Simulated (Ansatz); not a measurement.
# Rhenium, diamond: r²SCAN0 after r²SCAN

How do the levels change when part of the exchange is made exact, and what does it cost? Spin polarisation is left out. The geometry was relaxed under r²SCAN beforehand and is kept. Exact exchange is dear, so the k-mesh is coarse, and r²SCAN is run on the same mesh for comparison.

Program: Ansatz 0.2.0. Level of theory: DFT, plane waves (500 eV) with PBE-made PAW files, scalar-relativistic; functionals as named at each step. These are calculated values, not measurements.

### 1 The structure to begin with

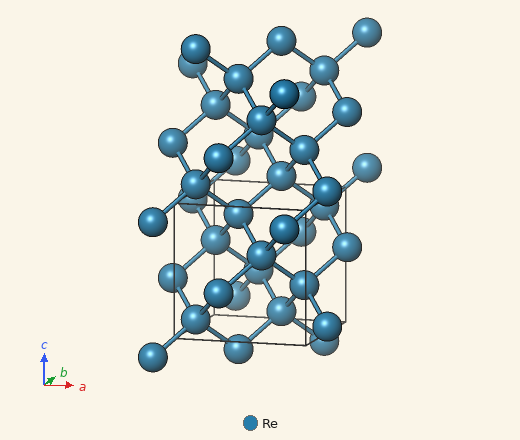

The structure, seen slightly off an axis (rhenium blue). 1×1×2 conventional cells are drawn; the run uses a primitive one. Any atoms on the faces are drawn again on the opposite ones, and bonded neighbours outside are added.

Coordinates:

```
Re
1.0
     0.00000    2.80790    2.80790
     2.80790    0.00000    2.80790
     2.80790    2.80790    0.00000
Re
2
Direct
  0.12500 0.12500 0.12500
  0.87500 0.87500 0.87500
```

### 2 r²SCAN, coarse mesh

The run with r²SCAN.

input.yaml

```yaml
crystal:
  lattice:
    - [0.0, 2.8078980586, 2.8078980586]
    - [2.8078980586, 0.0, 2.8078980586]
    - [2.8078980586, 2.8078980586, 0.0]
  atoms:
    - { symbol: Re, position: [0.125, 0.125, 0.125] }
    - { symbol: Re, position: [0.875, 0.875, 0.875] }
hamiltonian:
  xc: r2scan
  pseudopotentials:
    kind: paw
    azcp:
      Re: "pseudopotentials/Re.paw.azcp"
basis:
  ecutwfc: 500
  fft_grid_basis: typed
kpoints:
  mp_grid: { grid: [5, 5, 5], shift: [0, 0, 0] }
magnetization:
  spin_polarized: false
scf:
  occupations: { method: fermi_dirac, width: 0.1 }
output:
  write_density: true
  write_potential: true
  elf: true
  volumetric_format: npy
```

Run with:

```bash
$ ansatz run input.yaml --threads 4 --pin off --max-ram 8192MiB --backend cpu --events-out ev --progress --plain --runs-dir out
```

The log of the run, shortened:

```text
Warning: RAYON_NUM_THREADS=4 ignored (pool sized by the plan → 4); use --threads N
[...]
Pseudopotentials: kind: paw
Pseudopotential: Re, paw, valence charge 15, recommended cutoff 500 eV (meta_gga), <dir>
Functional definition: r2SCAN
[...]
Crystal: 2 atoms, lattice volume = 44.277 Å³
Basis set: ecut = 500 eV, 1139 PW (Γ), exchange–correlation on 120×120×120 points (64 copies of the dense FFT grid, shifted against one another)
Bands: 19, of which v1, the nominal top of the filled ones, is band 15 counted from 1 (14 counted from 0)
Symmetry: 48 space group operations
Space group: Fd-3m (ITA 227), of the structure as read, at distance tolerance 3.5e-5 Å
k-points: 10 of 125
[...]
SCF iter   1: F=—  HF=-21758.353431 eV  |F-HF|=—  |Δ(HF+E_count)|=         —  Δρ=7.90e-3  dr2=2.46e-2  dr2_τ=1.48e-1  ethr=1.77e-3  ⟨swp⟩=5.1  Hψ=843  notcnv=0
[...]
SCF iter   6: F=-21758.384600 eV  HF=-21758.384600 eV  |F-HF|=2.10e-8  |Δ(HF+E_count)|=   7.99e-7  Δρ=7.29e-6  dr2=2.07e-8  dr2_τ=1.81e-9  ethr=3.33e-10  ⟨swp⟩=4.0  Hψ=600  notcnv=0
[...]
SCF converged after 6 iterations
Free energy (F): -21758.384600 eV
[...]
E sigma→0 (E₀):  -21758.355535 eV
Entropy (-TS):   -0.058131 eV (-29.066 meV/atom)
Fermi energy:    14.190048 eV
[...]
--- Band table (eV; the first three rows and the last of 10) ---
  k-point 0: bands = ["-67.2379", "-66.8486", "-28.9240", "-28.9240", "-28.9240", "-27.8718", "-27.8718", "-27.8718", "7.0151", "10.9787", "10.9787", "11.7172", "11.7172", "11.7172", "14.8898", "14.8898", "14.8898", "18.5979", "18.5979"]
[...]
```

Wall time 1.2 s (4 threads of Arm Neoverse V1, shared host); peak memory 0.37 GiB.

Axes a, b and c in the maps are those of this run's conventional cell (a, b, c = 5.616, 5.616, 5.616 Å).

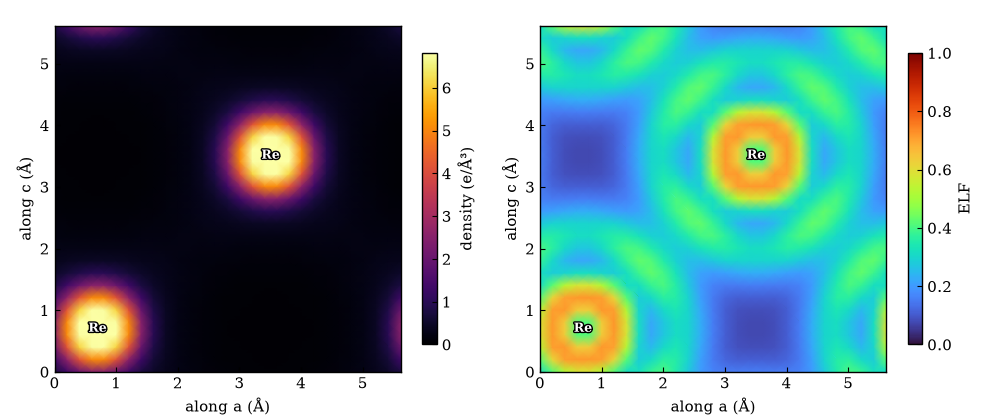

Density (left) and ELF (right) in a lattice plane of the grid's cell (edges 5.62 and 5.62 Å, at 0.125 of the third edge), which holds Re. Only atoms in the plane are labelled. Both are smooth fields of the valence electrons: close to the nuclei they are not physical.

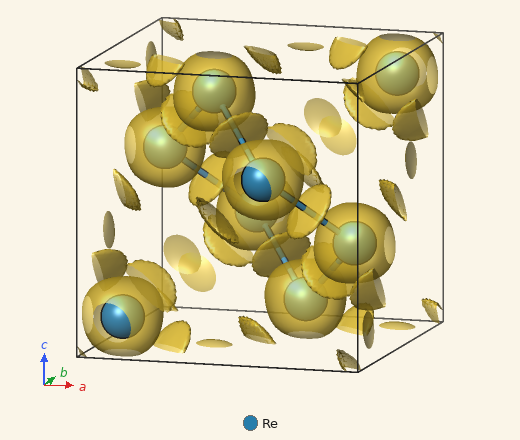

Surface of ELF = 0.50, drawn in one cell.

The highest ELF values outside the cores: 0.56 on the Re–Re line, 1.2 Å from Re.

### 3 r²SCAN0, coarse mesh

The run with r²SCAN0.

Edit input.yaml of step 2 so:

```diff
@@ -9,3 +9,3 @@
 hamiltonian:
-  xc: r2scan
+  xc: r2scan0
   pseudopotentials:
```

Run with:

```bash
$ ansatz run input.yaml --threads 4 --pin off --max-ram 8192MiB --backend cpu --events-out ev --progress --plain --runs-dir out
```

The log of the run, shortened:

```text
Warning: RAYON_NUM_THREADS=4 ignored (pool sized by the plan → 4); use --threads N
[...]
[... 2 set-up lines as earlier in the session ...]
Functional definition: r2SCAN0
[...]
Crystal: 2 atoms, lattice volume = 44.277 Å³
Basis set: ecut = 500 eV, 1139 PW (Γ), exchange–correlation on 120×120×120 points (64 copies of the dense FFT grid, shifted against one another)
Bands: 19, of which v1, the nominal top of the filled ones, is band 15 counted from 1 (14 counted from 0)
[... 2 set-up lines as earlier in the session ...]
k-points: 10 of 125
[...]
SCF iter   1: F=—  HF=-21758.333353 eV  |F-HF|=—  |Δ(HF+E_count)|=         —  Δρ=6.13e-3  dr2=7.47e-3  dr2_τ=1.20e-1  ethr=1.77e-3  ⟨swp⟩=5.8  Hψ=757  notcnv=0
[...]
Frozen-core exchange: fock
[...]
hybrid outer 4: dexx = +8.882e-10 eV, tail = 4.36e-10 eV, Δε = 1.44e-4 eV (about 2.10e-5 eV left of the loop's levels)
hybrid SCF converged: 4 outer / 17 inner (+8 warm-up), last move |dexx| = 8.88e-10 eV, tail = 4.36e-10 eV
Stability not checked: this state was not tested for a lower state beside it, because the functional holds exact exchange (a hybrid, or Hartree-Fock), whose exchange loop this test does not read (fock_operator; see scf.lower_state_search)
Free energy (F): -21749.602283 eV
Frozen-core exchange: fock
[...]
E sigma→0 (E₀):  -21749.598137 eV
Entropy (-TS):   -0.008291 eV (-4.146 meV/atom)
Fermi energy:    14.021402 eV
[...]
--- Band table (eV; the first three rows and the last of 10) ---
  k-point 0: bands = ["-71.4814", "-71.0474", "-31.9470", "-31.9470", "-31.9470", "-30.7846", "-30.7846", "-30.7846", "5.5459", "9.8943", "9.8943", "10.5072", "10.5072", "10.5072", "15.2110", "15.2110", "15.2110"]
[...]
  guard bands above this table: 2 of the run's 19 bands. The solve was not asked for them (output.publish_guard_bands: true or output.eigenvalues: true publishes all)
```

It took 7.3 s on 4 threads of Arm Neoverse V1, shared host; peak memory 1.1 GiB.

### 4 The functionals compared

| functional | gap on the mesh | Fermi energy (eV) | SCF cycles | exchange loops | CPU time |
| --- | --- | --- | --- | --- | --- |
| r²SCAN | none (levels filled in part) | 14.190 | 6 | - | 2.3 s |
| r²SCAN0 | none (levels filled in part) | 14.021 | 25 | 4 | 23 s |

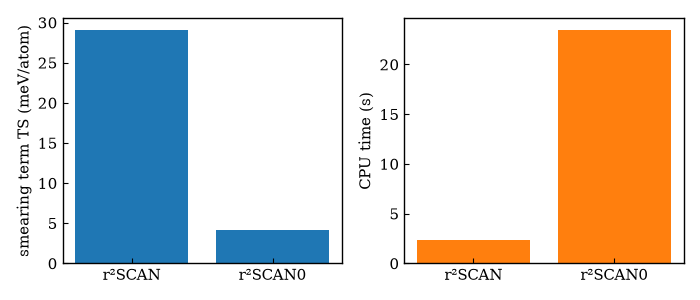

Smearing term and CPU time by functional.

### 5 Results

| quantity | value |
| --- | --- |
| r²SCAN: gap | none (levels filled in part) |
| r²SCAN0: gap | none (levels filled in part) |
| r²SCAN0: SCF cycles, exchange loops | 25, 4 |
| r²SCAN0: CPU time over that of r²SCAN | 10 |
| r²SCAN0: relative to hcp | +1775 meV/atom |

In words: Both r²SCAN and r²SCAN0 leave levels filled in part. The hybrid took 10 times as much CPU time as r²SCAN on the same settings. r²SCAN0 needed 4 outer loops of the exchange operator. To compare with dense-mesh energies, the change of r²SCAN from this mesh and smearing to its dense run (-13.4 meV/atom, from a run not shown) is added. Under r²SCAN0 it lies 1775 meV/atom above hcp (computed apart in the same way); on such meshes a few tens of meV are uncertain for metals. The total energies in the logs cannot be compared from one functional to another.
